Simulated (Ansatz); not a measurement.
# How many bands does the GW gap of Si3N4 (P6_3/m) need?

How do accuracy and time trade against each other in G0W0 on Si3N4 (P6_3/m)?

Program: Ansatz 0.2.0. Level of theory: G0W0 on LDA, plane waves, PAW. Results are calculated unless marked as measured.

**1. Set-up**

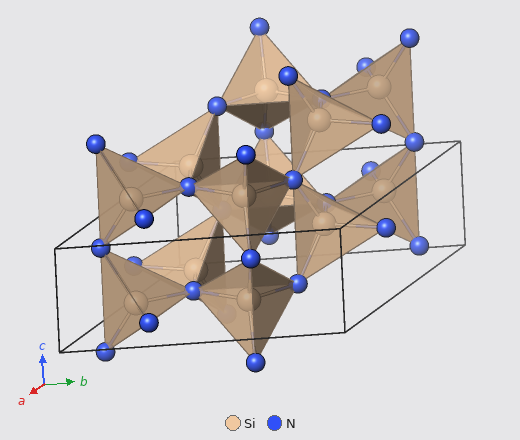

Start, viewed slightly off an axis; silicon light orange, nitrogen blue. 1×1×2 cells are drawn. Some periodic images of atoms are drawn too.

As a file:

```
Si N
1.0
     7.60440    0.00000    0.00000
    -3.80220    6.58560    0.00000
     0.00000    0.00000    2.90630
Si N
6 8
Direct
  0.76848 0.17456 0.25000
  0.59392 0.76848 0.75000
  0.82544 0.59392 0.25000
  0.23152 0.82544 0.75000
  0.40608 0.23152 0.25000
  0.17456 0.40608 0.75000
  0.03050 0.33024 0.25000
  0.70026 0.03050 0.75000
  0.66976 0.70026 0.25000
  0.96950 0.66976 0.75000
  0.29974 0.96950 0.25000
  0.33024 0.29974 0.75000
  0.66667 0.33333 0.25000
  0.33333 0.66667 0.75000
```

The cell and positions come from the Crystallography Open Database and are kept as given unless a step says otherwise.

**2. 489 empty bands, screening to 130 eV**

G0W0 replaces the xc potential by the self-energy, built once from these orbitals. Only a window of levels is corrected, while the sums run over the empty bands that the input names. This step takes hard PAW files.

input.yaml reads:

```yaml
crystal:
  lattice:
    - [7.6044, 0.0, 0.0]
    - [-3.8022, 6.5856035805, 0.0]
    - [0.0, 0.0, 2.9063]
  atoms:
    - { symbol: Si, position: [0.768477, 0.174557, 0.25] }
    - { symbol: Si, position: [0.59392, 0.768477, 0.75] }
    - { symbol: Si, position: [0.825443, 0.59392, 0.25] }
    - { symbol: Si, position: [0.231523, 0.825443, 0.75] }
    - { symbol: Si, position: [0.40608, 0.231523, 0.25] }
    - { symbol: Si, position: [0.174557, 0.40608, 0.75] }
    - { symbol: "N", position: [0.0305, 0.33024, 0.25] }
    - { symbol: "N", position: [0.70026, 0.0305, 0.75] }
    - { symbol: "N", position: [0.66976, 0.70026, 0.25] }
    - { symbol: "N", position: [0.9695, 0.66976, 0.75] }
    - { symbol: "N", position: [0.29974, 0.9695, 0.25] }
    - { symbol: "N", position: [0.33024, 0.29974, 0.75] }
    - { symbol: "N", position: [0.6666666667, 0.3333333333, 0.25] }
    - { symbol: "N", position: [0.3333333333, 0.6666666667, 0.75] }
kpoints:
  mp_grid: { grid: [6, 6, 6] }
hamiltonian:
  xc: lda
  pseudopotentials: { kind: paw, source: ansatz }
scf:
  occupations: { method: fixed }
gw:
  n_empty_bands: 489
  ecut_chi: 130.0
  qp_bands: [v4, c4]
  qp_kpoints: band_edges
  screening: { model: contour_deformation }
```

Launch:

```console
ansatz run input.yaml --threads 16 --pin off --max-ram 82944MiB --backend cuda --events-out ev --progress --plain --runs-dir out --devices 1 --max-vram 78GiB
```

Numbers of over 12 decimals in the logs are rounded to 6 here.

What it wrote:

```text
GPUs: using 1 of 1 available (devices: 1).
Engine: ansatz 0.2.0, aarch64-unknown-linux-gnu
Pseudopotentials: kind: paw
Pseudopotential: Si, paw, valence charge 4, recommended cutoff 460 eV (normal), Si.paw.azcp
Pseudopotential: N, paw, valence charge 5, recommended cutoff 870 eV (normal), N.paw.azcp
Functional definition: SPW92
  exchange = slater_x
  correlation = pw_c
[...]
Crystal: 14 atoms, lattice volume = 145.546 Å³
Basis set: ecut = 870 eV, 8425 PW (Γ)
Bands: 46, of which v1, the nominal top of the filled ones, is band 32 counted from 1 (31 counted from 0)
Symmetry: 12 space group operations
Space group: P63/m (ITA 176), of the structure as read, at distance tolerance 5.3e-5 Å
k-points: 32 of 216
Non-local potential: Si, projectors of the file, l = 0: 2, l = 1: 3, l = 2: 1
Non-local potential: N, projectors of the file, l = 0: 2, l = 1: 2, l = 2: 1, l = 3: 1
PAW form: soft (Blöchl's): semilocal exchange-correlation on the pseudo side does not see the compensation charge
PAW frozen core: Si, regenerated for the run's functional, and the local potential with it (the file was generated under x = pbe(κ = 0.804, μ = 0.219515), c = pbe(β = 0.066725))
PAW frozen core: N, regenerated for the run's functional, and the local potential with it (the file was generated under x = pbe(κ = 0.804, μ = 0.219515), c = pbe(β = 0.066725))
PAW one-centre angular grid: Si, 110 points (default); XC on 64 Gauss nodes
PAW one-centre angular grid: N, 194 points (default); XC on 64 Gauss nodes
Initial density: superposition of atomic densities (chi_scale 0.1, normalization cell, long waves kept (reshape's long-wave potential 0.02 eV rms))
Initial wavefunctions: pseudopotential atomic-orbital guess
[...]
Functional: x = slater, c = lda
SCF iter   1: F=—  HF=-6671.537021 eV  |F-HF|=—  |Δ(HF+E_count)|=         —  Δρ=1.62e-1  dr2=3.72e1  ethr=3.10e-3  ⟨swp⟩=6.0  Hψ=7011  notcnv=0  defer=352
preconditioner: auto → Resta (q_TF=auto, 2.379 Å⁻¹)  ε∞=3.5  [insulator: Δε(μ)=6.020 eV  Ē_g=15.458 eV  n_scr=32 (ndim 8)  ℏωp=24.6 eV  f_vac=0.010  ε∞_Penn≈3.5]
SCF iter   2: F=—  HF=-6660.919318 eV  |F-HF|=—  |Δ(HF+E_count)|=    1.06e1  Δρ=4.62e-2  dr2=1.86e0  ethr=3.10e-3  ⟨swp⟩=4.3  Hψ=4077  notcnv=0  defer=358
SCF iter   3: F=—  HF=-6660.439219 eV  |F-HF|=—  |Δ(HF+E_count)|=   4.80e-1  Δρ=2.21e-2  dr2=4.21e-1  ethr=2.91e-3  ⟨swp⟩=1.1  Hψ=1730  notcnv=0  defer=338
SCF iter   4: F=—  HF=-6660.316405 eV  |F-HF|=—  |Δ(HF+E_count)|=   1.23e-1  Δρ=1.88e-3  dr2=7.08e-3  ethr=6.58e-4  ⟨swp⟩=3.2  Hψ=2169  notcnv=0  defer=376
SCF iter   5: F=—  HF=-6660.316899 eV  |F-HF|=—  |Δ(HF+E_count)|=   4.94e-4  Δρ=1.47e-3  dr2=3.08e-3  ethr=1.11e-5  ⟨swp⟩=3.0  Hψ=2355  notcnv=0  defer=378
SCF iter   6: F=—  HF=-6660.316416 eV  |F-HF|=—  |Δ(HF+E_count)|=   4.83e-4  Δρ=3.33e-4  dr2=1.54e-4  ethr=4.81e-6  ⟨swp⟩=2.0  Hψ=2184  notcnv=0  defer=378
SCF iter   7: F=—  HF=-6660.316422 eV  |F-HF|=—  |Δ(HF+E_count)|=   5.82e-6  Δρ=6.34e-5  dr2=1.10e-5  ethr=2.41e-7  ⟨swp⟩=2.9  Hψ=2880  notcnv=0  defer=377
SCF iter   8: F=—  HF=-6660.316428 eV  |F-HF|=—  |Δ(HF+E_count)|=   5.94e-6  Δρ=1.02e-5  dr2=1.96e-7  ethr=1.73e-8  ⟨swp⟩=2.3  Hψ=1931  notcnv=0  defer=358
SCF iter   9: F=-6660.316428 eV  HF=-6660.316428 eV  |F-HF|=1.31e-10  |Δ(HF+E_count)|=   1.33e-7  Δρ=1.61e-6  dr2=3.12e-9  ethr=1.56e-10  ⟨swp⟩=17.1  Hψ=8500  notcnv=0
SCF 1 converged in 9 iterations: F = -6660.316428 eV  dr2 = 3.12e-9
  greatest PAW one-centre occupation: 0.480 electrons in one spin orbital (limit 2), on the Si atom at site 5 (counted from 0), in its partial waves of l = 0
[...]
NSCF: frozen V_eff on 32 k-points, pencils in batches of 32, up to order 184
the band table was solved once the SCF had ended and its energy, with any forces and stress, was formed, with the checks that follow a solve (6817 applications of the Hamiltonian). They found nothing against the state; the energy, forces and stress were not computed again (output.eigenvalues in the input reference)
[...]
NSCF: frozen V_eff on 32 k-points
G₀W₀ screening: q 1/32
[... further progress lines ...]
SCF converged after 9 iterations
Free energy (F): -6660.316428 eV
Harris-Foulkes:  -6660.316428 eV  (|F-HF|=1.31e-10)
[...]
20    36     13.2209    -7.8438    -4.5710   -13.5549  0.8258    14.3704    14.3611  root
    22    29      6.3218   -21.1490     3.3078   -17.0008  0.7869     5.4750     5.4815  root
    22    30      6.6728   -21.0897     3.2735   -16.9882  0.7866     5.8386     5.8449  root
    22    31      6.9349   -21.2298     3.2383   -17.1845  0.7874     6.1221     6.1279  root
    22    32      7.2938   -21.3713     3.1742   -17.4283  0.7886     6.5200     6.5250  root
    22    33     12.8727    -7.7274    -4.5741   -13.4573  0.8283    14.0377    14.0285  root
    22    34     13.2059    -7.0287    -4.6040   -12.7585  0.8282    14.3408    14.3317  root
    22    35     13.5245    -7.5306    -4.6404   -13.3529  0.8254    14.7166    14.7064  root
    22    36     13.8223    -6.3953    -4.4441   -11.8954  0.8314    14.8862    14.8783  root
    23    29      6.5166   -20.9687     3.2831   -16.8442  0.7868     5.6687     5.6752  root
    23    30      6.5166   -20.9687     3.2831   -16.8442  0.7868     5.6687     5.6752  root
    23    31      6.9187   -21.1468     3.2136   -17.1257  0.7881     6.1054     6.1111  root
    23    32      6.9187   -21.1468     3.2136   -17.1257  0.7881     6.1054     6.1111  root
    23    33     12.7461    -7.6231    -4.5081   -13.2602  0.8288    13.8838    13.8751  root
    23    34     12.7461    -7.6231    -4.5081   -13.2602  0.8288    13.8838    13.8751  root
    23    35     13.5519    -7.3374    -4.5442   -13.0256  0.8262    14.7053    14.6958  root
    23    36     13.5519    -7.3374    -4.5442   -13.0256  0.8262    14.7053    14.6958  root
    24    29      6.6301   -20.9042     3.1889   -16.8974  0.7877     5.8062     5.8122  root
    24    30      7.1665   -21.3481     3.1498   -17.4343  0.7885     6.3975     6.4024  root
    24    31      7.6856   -21.6224     3.2028   -17.6901  0.7885     6.9518     6.9562  root
    24    32      7.7686   -21.6925     3.2029   -17.7677  0.7886     7.0423     7.0466  root
    24    33     12.5378    -7.8318    -4.5290   -13.5607  0.8275    13.7477    13.7377  root
    24    34     12.6014    -7.7440    -4.5166   -13.4170  0.8286    13.7669    13.7577  root
    24    35     12.7397    -7.7101    -4.5956   -13.4992  0.8278    13.9432    13.9332  root
[...]
31    29      6.5887   -21.0268     3.2576   -16.9367  0.7880     5.7500     5.7562  root
    31    30      6.5887   -21.0268     3.2576   -16.9367  0.7880     5.7500     5.7562  root
    31    31      6.8891   -21.0966     3.2187   -17.0677  0.7875     6.0730     6.0788  root
    31    32      6.8891   -21.0966     3.2187   -17.0677  0.7875     6.0730     6.0788  root
    31    33     12.8992    -7.8551    -4.5673   -13.5847  0.8265    14.0710    14.0615  root
    31    34     12.8992    -7.8551    -4.5673   -13.5847  0.8265    14.0710    14.0615  root
    31    35     13.6766    -6.7452    -4.5312   -12.3792  0.8286    14.7884    14.7795  root
    31    36     13.6766    -6.7452    -4.5312   -12.3792  0.8286    14.7884    14.7795  root
```

Run time: 4 min. Hardware: 1 × NVIDIA GB200 (shared by 2 runs) with 16 threads of Arm Neoverse V2, shared host; peak memory 5.3 GiB; 9.2 min of CPU time.

In the SCF lines HF is the Harris–Foulkes energy and dr2 the Hartree energy of the density residual, in eV; the loop may stop once dr2 is under the threshold and the program's other checks hold. Hψ counts applications of the Hamiltonian.

This step gave:

| Quantity | Value |
| --- | --- |
| bands summed | 521 |
| RPA ε∞ on this mesh (eigenvalues) | 4.083, 4.083, 4.184 |
| plane waves in the screening matrix | 503 |
| q-points in the mesh | 216 |
| G0W0 gap on the mesh | 5.994 eV |
| k of the valence top | 0, 0, 0.1667 |
| k of the conduction bottom | 0, 0, 0 |
| starting gap on the mesh | 4.145 eV |
| Z at the valence top | 0.7901 |
| Z at the conduction bottom | 0.8330 |
| least direct G0W0 gap on the computed points | 6.226 eV |

The gap on the mesh goes from 4.15 eV to 5.99 eV, a correction of +1.85 eV. Between the two edge states, bare exchange in place of the xc potential would open the gap by 9.45 eV, and correlation takes back 7.60 eV.

**3. 1005 empty bands, screening to 210 eV**

Another rung: the empty bands reach about as high as the screening cutoff, so the two stay in balance.

input.yaml: that of step 2 with these lines changed.

```diff
@@ -28,4 +28,4 @@
 gw:
-  n_empty_bands: 489
-  ecut_chi: 130.0
+  n_empty_bands: 1005
+  ecut_chi: 210.0
   qp_bands: [v4, c4]
```

What it wrote:

```text
GPUs: using 1 of 1 available (devices: 1).
[...]
Crystal: 14 atoms, lattice volume = 145.546 Å³
Basis set: ecut = 870 eV, 8425 PW (Γ)
Bands: 46, of which v1, the nominal top of the filled ones, is band 32 counted from 1 (31 counted from 0)
[... 1 set-up line as in the run before ...]
[...]
k-points: 32 of 216
[...]
SCF iter   1: F=—  HF=-6671.537021 eV  |F-HF|=—  |Δ(HF+E_count)|=         —  Δρ=1.62e-1  dr2=3.72e1  ethr=3.10e-3  ⟨swp⟩=6.0  Hψ=7011  notcnv=0  defer=352
[...]
SCF iter   9: F=-6660.316428 eV  HF=-6660.316428 eV  |F-HF|=1.31e-10  |Δ(HF+E_count)|=   1.33e-7  Δρ=1.61e-6  dr2=3.12e-9  ethr=1.56e-10  ⟨swp⟩=17.1  Hψ=8500  notcnv=0
SCF 1 converged in 9 iterations: F = -6660.316428 eV  dr2 = 3.12e-9
[...]
NSCF: frozen V_eff on 32 k-points, pencils in batches of 32, up to order 184
[...]
NSCF: frozen V_eff on 32 k-points
G₀W₀ screening: q 1/32
[... further progress lines ...]
SCF converged after 9 iterations
Free energy (F): -6660.316428 eV
[...]
20    36     13.2209    -7.8438    -4.6993   -13.5549  0.8250    14.2400    14.2328  root
    22    29      6.3218   -21.1490     3.0725   -17.0008  0.7844     5.2352     5.2462  root
    22    30      6.6728   -21.0897     3.0399   -16.9882  0.7841     5.6007     5.6113  root
    22    31      6.9349   -21.2298     2.9983   -17.1845  0.7848     5.8779     5.8879  root
    22    32      7.2938   -21.3713     2.9253   -17.4283  0.7859     6.2671     6.2762  root
    22    33     12.8727    -7.7274    -4.6943   -13.4573  0.8277    13.9156    13.9083  root
    22    34     13.2059    -7.0287    -4.7176   -12.7585  0.8277    14.2254    14.2181  root
    22    35     13.5245    -7.5306    -4.7685   -13.3529  0.8248    14.5864    14.5783  root
[...]
31    33     12.8992    -7.8551    -4.6955   -13.5847  0.8258    13.9407    13.9333  root
    31    34     12.8992    -7.8551    -4.6955   -13.5847  0.8258    13.9407    13.9333  root
    31    35     13.6766    -6.7452    -4.6540   -12.3792  0.8280    14.6636    14.6567  root
    31    36     13.6766    -6.7452    -4.6540   -12.3792  0.8280    14.6636    14.6567  root
```

Wall time 11 min (1 × NVIDIA GB200 (shared by 2 runs) with 16 threads); peak memory 11 GiB; 25 min of CPU time.

This step gave:

* bands summed: 1037
* RPA ε∞ on this mesh (eigenvalues): 4.077, 4.077, 4.176
* plane waves in the screening matrix: 1021
* q-points in the mesh: 216
* G0W0 gap on the mesh: 6.164 eV
* k of the valence top: 0, 0, 0.1667
* k of the conduction bottom: 0, 0, 0
* starting gap on the mesh: 4.145 eV
* Z at the valence top: 0.7872
* Z at the conduction bottom: 0.8326
* least direct G0W0 gap on the computed points: 6.386 eV

Against the run with 6×6×6 mesh, 489 empty bands, screening to 130 eV, hard PAW files, the gap moves by +0.17 eV.

**4. Changing the k mesh: 6×6×8 mesh, 489 empty bands, screening to 130 eV, hard PAW files**

A second mesh at equal bands and cutoff isolates the sampling error. Bands and cutoff differ from the step before, so it is read against an earlier run that matches them.

input.yaml: that of step 3 with these lines changed.

```diff
@@ -21,3 +21,3 @@
 kpoints:
-  mp_grid: { grid: [6, 6, 6] }
+  mp_grid: { grid: [6, 6, 8] }
 hamiltonian:
@@ -28,4 +28,4 @@
 gw:
-  n_empty_bands: 1005
-  ecut_chi: 210.0
+  n_empty_bands: 489
+  ecut_chi: 130.0
   qp_bands: [v4, c4]
```

What it wrote:

```text
GPUs: using 1 of 1 available (devices: 1).
[...]
Crystal: 14 atoms, lattice volume = 145.546 Å³
Basis set: ecut = 870 eV, 8425 PW (Γ)
Bands: 46, of which v1, the nominal top of the filled ones, is band 32 counted from 1 (31 counted from 0)
[... 1 set-up line as in the run before ...]
[...]
k-points: 40 of 288
[...]
29    34     12.7460    -7.6221    -4.5084   -13.2602  0.8288    13.8844    13.8757  root
    29    35     13.5518    -7.3377    -4.5435   -13.0257  0.8262    14.7057    14.6962  root
[...]
39    33     12.8991    -7.8544    -4.5674   -13.5847  0.8265    14.0715    14.0621  root
    39    34     12.8991    -7.8544    -4.5674   -13.5847  0.8265    14.0715    14.0621  root
    39    35     13.6765    -6.7454    -4.5305   -12.3794  0.8287    14.7889    14.7800  root
    39    36     13.6765    -6.7454    -4.5305   -12.3794  0.8287    14.7889    14.7800  root
[key lines of the parts left out:]
SCF converged after 9 iterations
```

The job ended after 5.6 min (1 × NVIDIA GB200 (shared by 2 runs) with 16 threads; peak memory 6.2 GiB; 14 min of CPU time).

Numbers from this step:

- bands summed: 521
- RPA ε∞ on this mesh (eigenvalues): 4.083, 4.083, 4.157
- plane waves in the screening matrix: 503
- G0W0 gap on the mesh: 6.011 eV
- k of the valence top: 0, 0, 0.125
- k of the conduction bottom: 0, 0, 0
- starting gap on the mesh: 4.163 eV
- least direct G0W0 gap on the computed points: 6.222 eV

Against the run with 6×6×6 mesh, 489 empty bands, screening to 130 eV, hard PAW files, the gap moves by +0.017 eV. A band edge is found at another k point on this mesh.

**5. The runs together**

Times are wall times on 1 × NVIDIA GB200 (shared by 2 runs) with 16 threads of Arm Neoverse V2, shared host, good to a factor of about two.

| mesh | files | frequency | bands summed | cutoff (eV) | start (eV) | G0W0 (eV) | time | host memory (GiB) |
| --- | --- | --- | --- | --- | --- | --- | --- | --- |
| 6×6×6 | hard PAW | contour deformation | 521 | 130 | 4.145 | 5.994 | 4 min | 5.3 |
| 6×6×6 | hard PAW | contour deformation | 1037 | 210 | 4.145 | 6.164 | 11 min | 11 |
| 6×6×8 | hard PAW | contour deformation | 521 | 130 | 4.163 | 6.011 | 5.6 min | 6.2 |

The parts of the quasiparticle energy at the two band edges (eV; QP = start + Σx + Σc − Vxc):

| run | edge | start | Σx | Σc | Vxc | Z | QP |
| --- | --- | --- | --- | --- | --- | --- | --- |
| 521 bands | valence top | 8.03 | -21.85 | 3.07 | -18.08 | 0.79 | 7.34 |
| 521 bands | conduction bottom | 12.17 | -7.18 | -4.53 | -12.86 | 0.83 | 13.33 |
| 1037 bands | valence top | 8.03 | -21.85 | 2.80 | -18.08 | 0.79 | 7.07 |
| 1037 bands | conduction bottom | 12.17 | -7.18 | -4.63 | -12.86 | 0.83 | 13.23 |

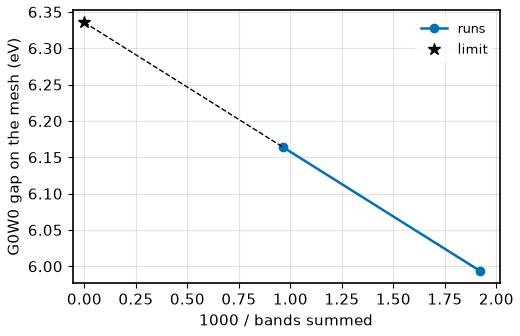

The gap against one over the number of bands; the dashed line carries the two highest rungs to the limit.

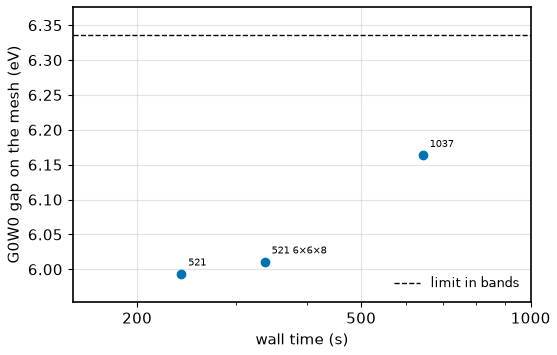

Result against wall time.

**6. Outcome**

| Item | Value |
| --- | --- |
| 521 bands, 130 eV | 5.994 eV |
| 1037 bands, 210 eV | 6.164 eV |
| estimated limit in bands and cutoff | 6.34 eV |
| mesh and start | 6×6×6, LDA |

In words: A line in one over the bands through the two rungs gives 6.34 eV, +0.17 eV from the top rung; with two points alone it is an unchecked estimate. The rungs stand 0.34 eV (521 bands) and 0.17 eV (1037 bands) from it. From 521 to 1037 bands the gap moves by +0.17 eV while the time grows 2.7-fold. Σc changes by −0.27 eV at the valence top and −0.10 eV at the conduction bottom, so the valence edge carries most of the change. On the 6×6×8 mesh in place of 6×6×6 the gap differs by +0.02 eV, of which +0.02 eV is already in the start. Gaps are over the mesh's points; an edge off the mesh would be missed.

[Paths, hosts, dates, memory and timing lines, banners, echoed tables and standing remarks are left out of the program output.]

[Logs are printed without paths, hosts, clocks, repeated set-up lines and the standing remarks that a program may print on its own settings, such as how far it seeks lower states.]

[Runs of the session that timed out or met a known fault of the program may be left out.]

[Cells called generated may have been cut or substituted from an entry of the Crystallography Open Database or the Materials Project.]

[Hosts, paths, dates, database ids (printed as entryN), source tags and the programs' standing remarks are cut or masked in the printed files.]
